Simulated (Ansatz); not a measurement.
## Electronic structure of C₃H₁₀AlN (SMILES CC[CH2][AlH][NH2]) in real space

Input

```
crystal:
  periodic: [false, false, false]
  atoms:
    - { symbol: C, position_ang: [-1.546, 0.5786, 0.9462] }
    - { symbol: C, position_ang: [-0.1241, 0.9667, 0.7251] }
    - { symbol: C, position_ang: [0.7521, -0.2639, 0.7744] }
    - { symbol: Al, position_ang: [0.7089, -1.4381, -0.8302] }
    - { symbol: "N", position_ang: [0.9844, -0.7398, -2.5803] }
    - { symbol: H, position_ang: [-2.1968, 1.5722, 0.9329] }
    - { symbol: H, position_ang: [-1.7105, 0.1128, 1.9131] }
    - { symbol: H, position_ang: [-1.9252, -0.0139, 0.1108] }
    - { symbol: H, position_ang: [0.1931, 1.6922, 1.5691] }
    - { symbol: H, position_ang: [0.0108, 1.4898, -0.2252] }
    - { symbol: H, position_ang: [1.833, 0.0677, 0.8597] }
    - { symbol: H, position_ang: [0.5857, -0.8526, 1.7172] }
    - { symbol: H, position_ang: [0.1525, -2.9498, -0.6773] }
    - { symbol: H, position_ang: [1.70939, -1.35807, -2.96454] }
    - { symbol: H, position_ang: [0.12046, -0.94228, -3.11833] }
basis:
  gaussian: { orbitals: def2-SVP }
hamiltonian:
  xc: b3lyp
relax:
  f_tol: 0.015
  max_steps: 40
output:
  orbitals: {}
```

Launched as:

```sh
ansatz run input.yaml --threads 2 --pin off --max-ram 3072MiB --backend cpu --events-out ev --progress --plain --runs-dir out
```

The fields are those of the relaxed geometry.

Method: RKS B3LYP/def2-SVP (Ansatz 0.2.0).

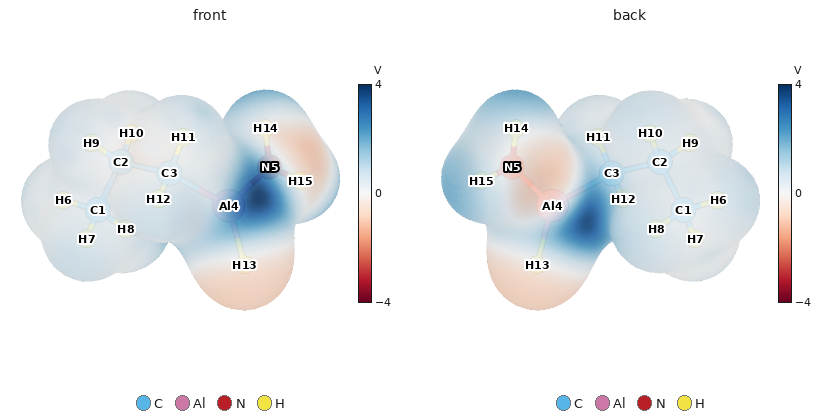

Figure 1. The electrostatic potential painted on the density surface at 0.004 e/bohr³, seen from the front and from behind; red is negative and blue positive.

Q: Where is the surface potential most negative and most positive?

A: The most negative region (about −1.0 V, or −23 kcal/mol for a unit charge) lies over N5, the most positive (about +3.6 V, or +83 kcal/mol for a unit charge) over Al4.

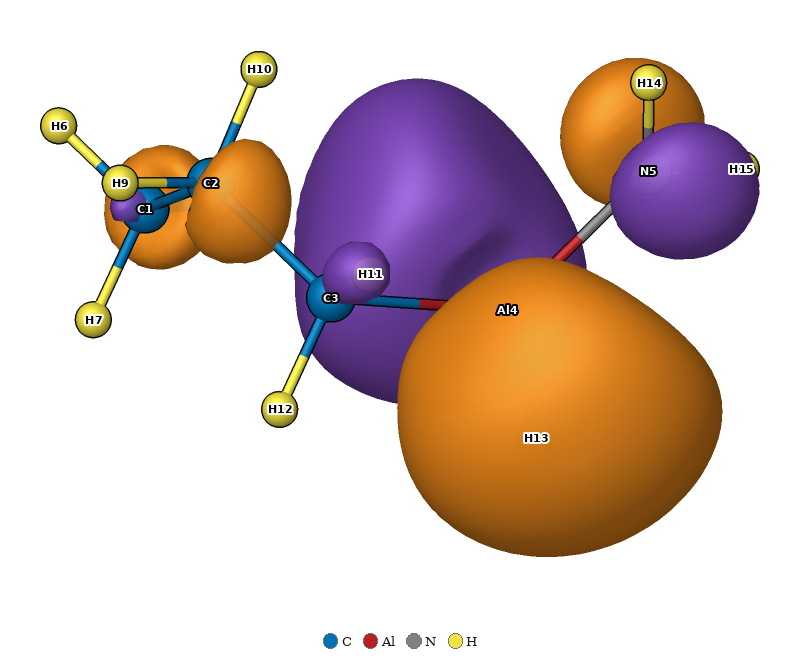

Figure 2. The LUMO at ±0.1 Å⁻³ᐟ² (orange and purple are the two phases), seen from one side.

Q: What is the character of this orbital?

A: Its weight (Hirshfeld) is mainly on Al4 (about 60 %) and N5 (about 10 %). Its energy is −0.29 eV.

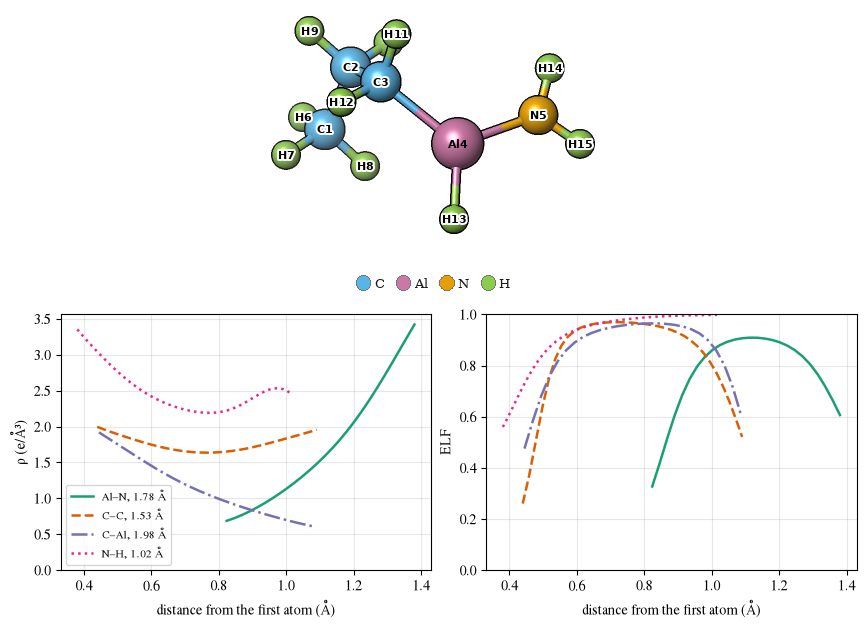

Figure 3. Electron density and electron localisation function along straight lines between neighbouring atoms. The curves leave out the atomic cores. The structure is drawn too.

Q: Compare the contacts.

A: Al–N (1.78 Å): ρ at the midpoint is about 0.82 e/Å³; the ELF peaks at about 0.90 in the valence shell of N, 0.7 Å from its nucleus, and is about 0.60 at the midpoint.
C–C (1.53 Å): ρ is about 1.6 e/Å³ halfway; the ELF peaks at about 0.95 between the atoms, as expected for a covalent bond.
C–Al (1.98 Å): the density is about 0.71 e/Å³ at the midpoint; the ELF peaks at about 0.95 between the atoms (a polar covalent bond).
N–H (1.02 Å): ρ at the midpoint is about 2.7 e/Å³; the ELF climbs to about 1 towards the hydrogen, as it does in any bond to H (a covalent bond by its length).
